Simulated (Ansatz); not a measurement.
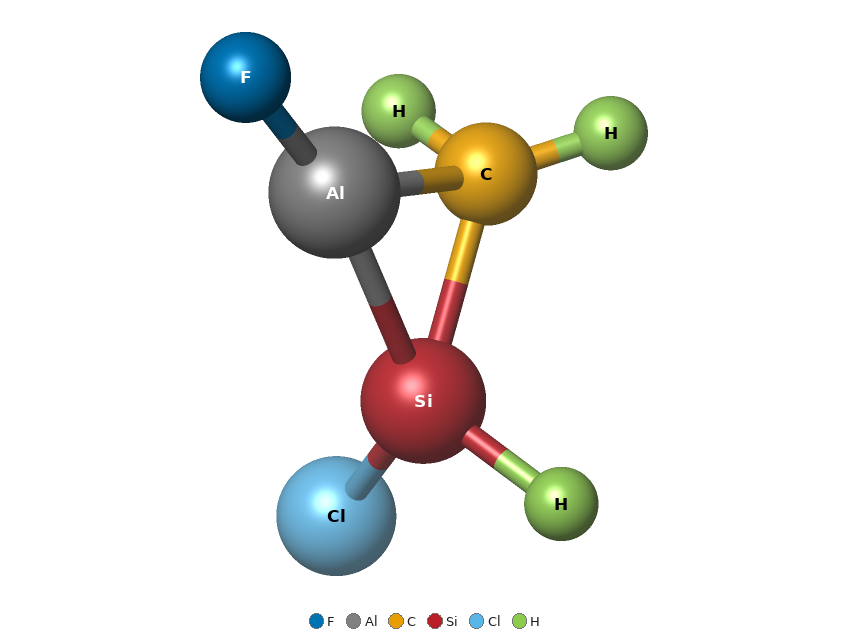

Ball-and-stick drawing of a structure.

The computed structure is the end point of a PBE0-D4/def2-TZVP optimisation.

Describe the molecule.

The molecule is CH₃AlClFSi. As SMILES it reads `[F][Al]1[CH2][Si@@H]1Cl`. Among its groups: Si–H bond. The point group is C1. Coordination, clear cases only: 1 Al T-shaped.

More results for the same structure follow; atom numbers are the same in all pictures, views and colours differ.

Electronic properties

Method: RKS BLYP-D4/def2-TZVPP (Ansatz 0.2.0).

**Estimate the dispersion correction.**

−41.7 kJ/mol.

**What is the HOMO–LUMO gap?**

3.09 eV.

**What is the HOMO energy (Kohn–Sham orbital)?**

−5.50 eV.

Dipole moment

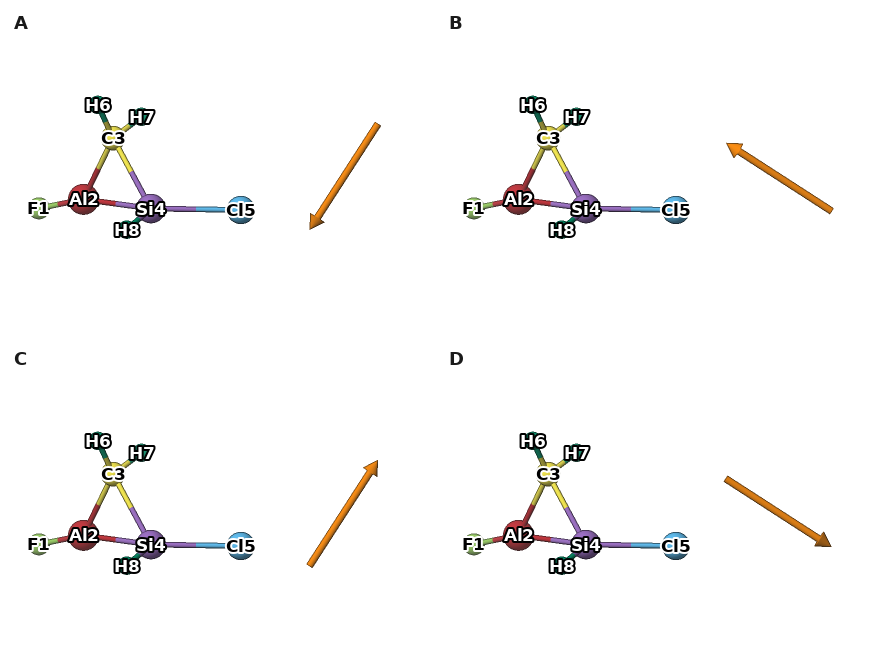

The same molecule four times, each with an arrow. Properties computed with RKS ωB97M-V/def2-TZVPP (Ansatz 0.2.0).

**Which arrow points along the dipole moment, from the negative to the positive end?**

B. The dipole moment is 1.14 D; it points from the side of Cl5 to the side of H6 (the outermost atoms at the two ends).

Vibrations

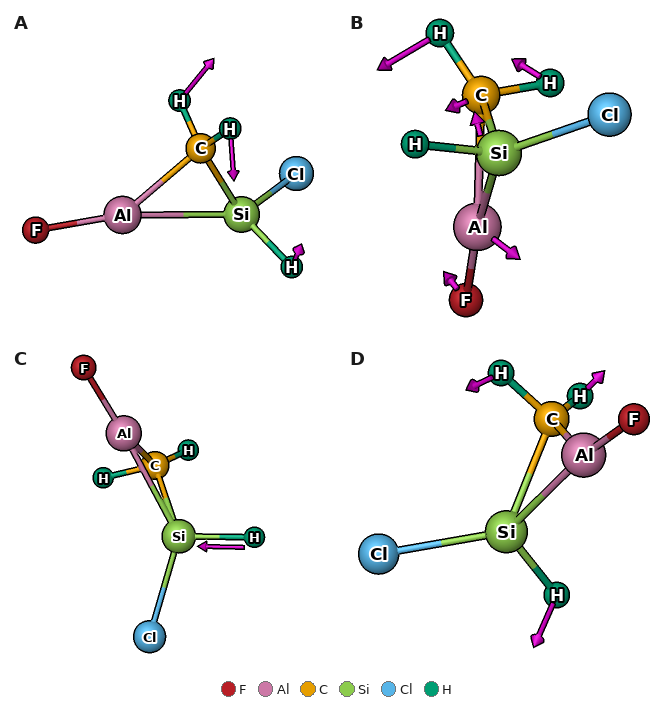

4 normal modes of one molecule or complex, as arrows. Harmonic vibrations computed with RKS PBE0-D4/def2-TZVP (Ansatz 0.2.0) at a stationary point of the same level.

**Match the panels to the wavenumbers 197 cm⁻¹, 404 cm⁻¹, 612 cm⁻¹, 2214 cm⁻¹.**

A: 404 cm⁻¹, Al–C–H bending
B: 197 cm⁻¹, angle bending
C: 2214 cm⁻¹, Si–H stretching
D: 612 cm⁻¹, angle bending
